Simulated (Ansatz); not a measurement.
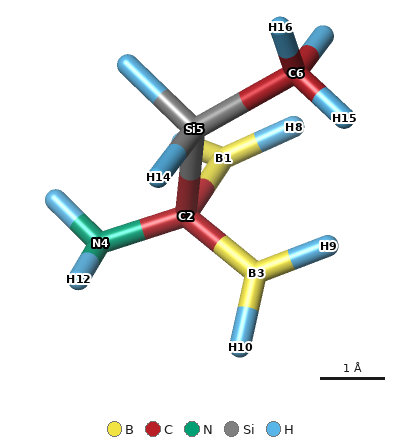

Figure 1. The input geometry (stick view, seen at a tilt; atoms are numbered from 1 in the order of the input). Bond lengths as drawn: B–C 1.54 Å, B–H 1.21 to 1.22 Å, C–H 1.11 Å, C–N 1.42 Å, C–Si 1.89 to 2.01 Å, H–N 1.02 Å and H–Si 1.51 Å.

## C$_{2}$H$_{11}$B$_{2}$NSi: nudged elastic band

- system: C$_{2}$H$_{11}$B$_{2}$NSi, SMILES BC(B)(N)[SiH2]C
- method: RKS PBE/def2-SVP (Ansatz 0.2.0)

One setting was made poor on purpose. It belongs to a series of runs on one base structure; here: an input spoilt on purpose.

**The input**
```yaml
crystal:
  periodic: [false, false, false]
  atoms:
    - { symbol: B, position_ang: [-1.716952, -0.536007, -0.09136] }
    - { symbol: C, position_ang: [-0.307046, -1.059316, 0.221861] }
    - { symbol: B, position_ang: [0.436464, -1.321921, -1.096345] }
    - { symbol: "N", position_ang: [-0.051744, -1.836924, 1.378642] }
    - { symbol: Si, position_ang: [0.52329, 0.748748, 0.509049] }
    - { symbol: C, position_ang: [0.485707, 2.169502, -0.734618] }
    - { symbol: H, position_ang: [-2.663809, -0.897756, 0.587648] }
    - { symbol: H, position_ang: [-1.896097, 0.260114, -0.991368] }
    - { symbol: H, position_ang: [0.310179, -0.566617, -2.03931] }
    - { symbol: H, position_ang: [1.184692, -2.281602, -1.190934] }
    - { symbol: H, position_ang: [-0.530478, -1.557838, 2.236913] }
    - { symbol: H, position_ang: [0.917161, -2.117575, 1.54074] }
    - { symbol: H, position_ang: [-0.118833, 1.185217, 1.803479] }
    - { symbol: H, position_ang: [1.952148, 0.399222, 0.846968] }
    - { symbol: H, position_ang: [1.013586, 1.903789, -1.670641] }
    - { symbol: H, position_ang: [0.994714, 3.047186, -0.283461] }
    - { symbol: H, position_ang: [-0.551981, 2.461177, -0.987063] }
basis:
  gaussian: { orbitals: def2-SVP }
hamiltonian:
  xc: pbe
neb:
  order_check: false
  images: 9
  f_tol: 0.03
  max_iterations: 8
  final_atoms:
    - { symbol: B, position_ang: [-1.65838117, -0.52313652, -0.06900164] }
    - { symbol: C, position_ang: [-0.22992821, -0.96555236, 0.27206784] }
    - { symbol: B, position_ang: [0.43955583, -1.32394199, -1.06021062] }
    - { symbol: "N", position_ang: [0.094729, -1.61952854, 1.49608573] }
    - { symbol: Si, position_ang: [0.56686319, 0.84245436, 0.56469609] }
    - { symbol: C, position_ang: [0.46587033, 2.18747636, -0.75776771] }
    - { symbol: H, position_ang: [-2.58966015, -0.95442629, 0.59444137] }
    - { symbol: H, position_ang: [-1.88190071, 0.26129955, -0.96840818] }
    - { symbol: H, position_ang: [0.36892426, -0.58788472, -2.02338704] }
    - { symbol: H, position_ang: [1.07399122, -2.3648072, -1.14730938] }
    - { symbol: H, position_ang: [-0.70660681, -1.8541254, 2.08883224] }
    - { symbol: H, position_ang: [0.75536609, -2.39711462, 1.41076141] }
    - { symbol: H, position_ang: [-0.09201568, 1.32349375, 1.82924038] }
    - { symbol: H, position_ang: [2.00946844, 0.54303721, 0.869872] }
    - { symbol: H, position_ang: [0.96530864, 1.87976202, -1.69698176] }
    - { symbol: H, position_ang: [0.98135617, 3.0926671, -0.37248842] }
    - { symbol: H, position_ang: [-0.58193944, 2.45972631, -0.99024231] }
  initial_path:
    images:
      - { positions_ang: [[-1.716952, -0.536007, -0.09136], [-0.307046, -1.059316, 0.221861], [0.436464, -1.321921, -1.096345], [-0.051744, -1.836924, 1.378642], [0.52329, 0.748748, 0.509049], [0.485707, 2.169502, -0.734618], [-2.663809, -0.897756, 0.587648], [-1.896097, 0.260114, -0.991368], [0.310179, -0.566617, -2.03931], [1.184692, -2.281602, -1.190934], [-0.530478, -1.557838, 2.236913], [0.917161, -2.117575, 1.54074], [-0.118833, 1.185217, 1.803479], [1.952148, 0.399222, 0.846968], [1.013586, 1.903789, -1.670641], [0.994714, 3.047186, -0.283461], [-0.551981, 2.461177, -0.987063]] }
      - { positions_ang: [[-1.71286833, -0.53761295, -0.08281552], [-0.2855307, -1.00051467, 0.22199345], [0.43497022, -1.32791441, -1.10126871], [-0.03685879, -1.81312798, 1.36517304], [0.54796905, 0.77096717, 0.53745843], [0.4853485, 2.16512903, -0.7281596], [-2.64057495, -0.92647783, 0.58726571], [-1.92558717, 0.25796991, -0.97997185], [0.33497275, -0.59720085, -2.04653533], [1.1438439, -2.30803265, -1.16834035], [-0.59487998, -1.60773227, 2.18411039], [0.91695005, -2.12710768, 1.49855269], [-0.0984455, 1.2348101, 1.8178874], [1.97085489, 0.44581449, 0.86609558], [1.00232914, 1.86887174, -1.66064334], [0.99539243, 3.05860479, -0.30211889], [-0.5568845, 2.44295306, -0.9684831]] }
      - { positions_ang: [[-1.70878465, -0.53921891, -0.07427103], [-0.2640154, -0.94171333, 0.2221259], [0.43347644, -1.33390782, -1.10619241], [-0.02197358, -1.78933196, 1.35170409], [0.5726481, 0.79318634, 0.56586785], [0.48498999, 2.16075606, -0.7217012], [-2.61734091, -0.95519966, 0.58688342], [-1.95507735, 0.25582582, -0.9685757], [0.35976649, -0.6277847, -2.05376066], [1.1029958, -2.33446331, -1.14574669], [-0.65928196, -1.65762654, 2.13130777], [0.9167391, -2.13664036, 1.45636539], [-0.078058, 1.28440319, 1.83229581], [1.98956177, 0.49240698, 0.88522315], [0.99107228, 1.83395448, -1.65064569], [0.99607087, 3.07002359, -0.32077679], [-0.561788, 2.42472913, -0.9499032]] }
      - { positions_ang: [[-1.70470098, -0.54082486, -0.06572655], [-0.2425001, -0.882912, 0.22225835], [0.43198266, -1.33990122, -1.11111612], [-0.00708837, -1.76553595, 1.33823513], [0.59732716, 0.81540551, 0.59427728], [0.48463149, 2.1563831, -0.7152428], [-2.59410686, -0.98392149, 0.58650113], [-1.98456752, 0.25368173, -0.95717955], [0.38456024, -0.65836855, -2.06098599], [1.0621477, -2.36089396, -1.12315304], [-0.72368394, -1.70752081, 2.07850516], [0.91652815, -2.14617303, 1.41417808], [-0.05767051, 1.33399629, 1.84670421], [2.00826866, 0.53899946, 0.90435073], [0.97981542, 1.79903722, -1.64064803], [0.9967493, 3.08144238, -0.33943468], [-0.5666915, 2.40650519, -0.93132331]] }
      - { positions_ang: [[-1.7006173, -0.54243081, -0.05718207], [-0.2209848, -0.82411067, 0.2223908], [0.43048888, -1.34589463, -1.11603983], [0.00779685, -1.74173993, 1.32476617], [0.62200621, 0.83762468, 0.6226867], [0.48427299, 2.15201013, -0.7087844], [-2.57087282, -1.01264332, 0.58611884], [-2.01405769, 0.25153764, -0.9457834], [0.40935398, -0.6889524, -2.06821131], [1.02129961, -2.38732462, -1.10055939], [-0.78808592, -1.75741508, 2.02570255], [0.9163172, -2.15570571, 1.37199077], [-0.03728301, 1.38358938, 1.86111262], [2.02697554, 0.58559195, 0.9234783], [0.96855856, 1.76411996, -1.63065038], [0.99742773, 3.09286117, -0.35809257], [-0.57159501, 2.38828125, -0.91274341]] }
      - { positions_ang: [[-1.69653363, -0.54403677, -0.04863758], [-0.1994695, -0.76530933, 0.22252325], [0.4289951, -1.35188804, -1.12096353], [0.02268206, -1.71794391, 1.31129722], [0.64668526, 0.85984385, 0.65109613], [0.48391448, 2.14763716, -0.70232601], [-2.54763877, -1.04136515, 0.58573655], [-2.04354786, 0.24939355, -0.93438725], [0.43414773, -0.71953625, -2.07543664], [0.98045151, -2.41375527, -1.07796573], [-0.8524879, -1.80730935, 1.97289994], [0.91610625, -2.16523839, 1.32980346], [-0.01689551, 1.43318248, 1.87552102], [2.04568243, 0.63218444, 0.94260588], [0.9573017, 1.72920269, -1.62065272], [0.99810616, 3.10427997, -0.37675046], [-0.57649851, 2.37005731, -0.89416351]] }
      - { positions_ang: [[-1.68890314, -0.53985672, -0.0527104], [-0.20556124, -0.80535794, 0.23243217], [0.43110724, -1.34629883, -1.10881295], [0.03709145, -1.69826084, 1.34825492], [0.63072085, 0.85636595, 0.63381612], [0.48030565, 2.155605, -0.71341435], [-2.55604305, -1.02397738, 0.58747752], [-2.01121843, 0.25177475, -0.94119144], [0.42110303, -0.69320594, -2.06502672], [0.99915945, -2.40396566, -1.09183446], [-0.82331168, -1.81667256, 1.9960864], [0.88395822, -2.21161364, 1.34599505], [-0.03191955, 1.41124473, 1.86626489], [2.03843963, 0.61435499, 0.9280591], [0.95890309, 1.75931456, -1.63591853], [0.99475617, 3.10195739, -0.37589806], [-0.57758669, 2.38799111, -0.91337927]] }
      - { positions_ang: [[-1.68127265, -0.53567667, -0.05678321], [-0.21165298, -0.84540655, 0.24234109], [0.43321939, -1.34070962, -1.09666237], [0.05150083, -1.67857776, 1.38521262], [0.61475643, 0.85288805, 0.61653611], [0.47669682, 2.16357284, -0.72450269], [-2.56444732, -1.00658961, 0.58921848], [-1.978889, 0.25415595, -0.94799563], [0.40805834, -0.66687564, -2.0546168], [1.01786739, -2.39417604, -1.10570319], [-0.79413546, -1.82603577, 2.01927286], [0.85181019, -2.25798888, 1.36218664], [-0.04694358, 1.38930699, 1.85700877], [2.03119683, 0.59652555, 0.91351233], [0.96050448, 1.78942642, -1.65118434], [0.99140617, 3.09963482, -0.37504565], [-0.57867488, 2.40592491, -0.93259503]] }
      - { positions_ang: [[-1.67364216, -0.53149662, -0.06085602], [-0.21774473, -0.88545515, 0.25225], [0.43533154, -1.33512041, -1.08451179], [0.06591022, -1.65889469, 1.42217033], [0.59879202, 0.84941015, 0.59925611], [0.47308799, 2.17154068, -0.73559103], [-2.5728516, -0.98920183, 0.59095945], [-1.94655957, 0.25653715, -0.95479981], [0.39501365, -0.64054533, -2.04420688], [1.03657533, -2.38438643, -1.11957192], [-0.76495924, -1.83539898, 2.04245932], [0.81966216, -2.30436413, 1.37837823], [-0.06196761, 1.36736924, 1.84775264], [2.02395403, 0.5786961, 0.89896555], [0.96210587, 1.81953829, -1.66645015], [0.98805617, 3.09731225, -0.37419324], [-0.57976307, 2.42385871, -0.95181079]] }
      - { positions_ang: [[-1.66601166, -0.52731657, -0.06492883], [-0.22383647, -0.92550376, 0.26215892], [0.43744368, -1.3295312, -1.0723612], [0.08031961, -1.63921162, 1.45912803], [0.5828276, 0.84593225, 0.5819761], [0.46947916, 2.17950852, -0.74667937], [-2.58125587, -0.97181406, 0.59270041], [-1.91423014, 0.25891835, -0.961604], [0.38196895, -0.61421503, -2.03379696], [1.05528328, -2.37459681, -1.13344065], [-0.73578303, -1.84476219, 2.06564578], [0.78751413, -2.35073937, 1.39456982], [-0.07699164, 1.34543149, 1.83849651], [2.01671124, 0.56086666, 0.88441878], [0.96370725, 1.84965015, -1.68171595], [0.98470617, 3.09498967, -0.37334083], [-0.58085125, 2.44179251, -0.97102655]] }
      - { positions_ang: [[-1.65838117, -0.52313652, -0.06900164], [-0.22992821, -0.96555236, 0.27206784], [0.43955583, -1.32394199, -1.06021062], [0.094729, -1.61952854, 1.49608573], [0.56686319, 0.84245436, 0.56469609], [0.46587033, 2.18747636, -0.75776771], [-2.58966015, -0.95442629, 0.59444137], [-1.88190071, 0.26129955, -0.96840818], [0.36892426, -0.58788472, -2.02338704], [1.07399122, -2.3648072, -1.14730938], [-0.70660681, -1.8541254, 2.08883224], [0.75536609, -2.39711462, 1.41076141], [-0.09201568, 1.32349375, 1.82924038], [2.00946844, 0.54303721, 0.869872], [0.96530864, 1.87976202, -1.69698176], [0.98135617, 3.0926671, -0.37248842], [-0.58193944, 2.45972631, -0.99024231]] }
  n_images: 5
```

Hardware: 2 threads of Arm Neoverse V2, 24 GiB of memory available, shared host.

Launch command:
```bash
ansatz run input.yaml --threads 2 --pin off --max-ram 3072MiB --backend cpu --events-out ev --progress --plain --runs-dir out
```

**The program's output**
```
Error: YAML parse error: error: line 61 column 3: unknown field `n_images`, expected one of images, spring, climbing, order_check, relax_end_points, f_tol, exx_force_gate, max_iterations, max_displacement, density_extrapolation, optimiser, initial_path, freeze_fraction, magnetization_jump, magnetization_bend, levels_near_fermi, parallel_images, constraints, final_atoms
  --> <input>:61:3
   |
59 |       - { positions_ang: [[-1.66601166, -0.52731657, -0.06492883], …
60 |       - { positions_ang: [[-1.65838117, -0.52313652, -0.06900164], …
61 |   n_images: 5
   |   ^ unknown field `n_images`, expected one of images, spring, climbing, order_check, relax_end_points, f_tol, exx_force_gate, max_iterations, max_displacement, density_extrapolation, optimiser, initial_path, freeze_fraction, magnetization_jump, magnetization_bend, levels_near_fermi, parallel_images, constraints, final_atoms
```

**Outcome**

| quantity | value |
| --- | --- |
| outcome | refused by the program |

**What went wrong**

The program refused the input: “YAML parse error: error: line 61 column 3: unknown field `n_images`, expected one of images, spring, climbing, order_check, relax_end_points, f_tol, exx_force_gate, max_iterations, max_displacement, density_extrapolation, optimiser, initial_path, freeze_fraction, magnetization_jump, magnetization_bend, …” A deliberately poor setting: bad input.
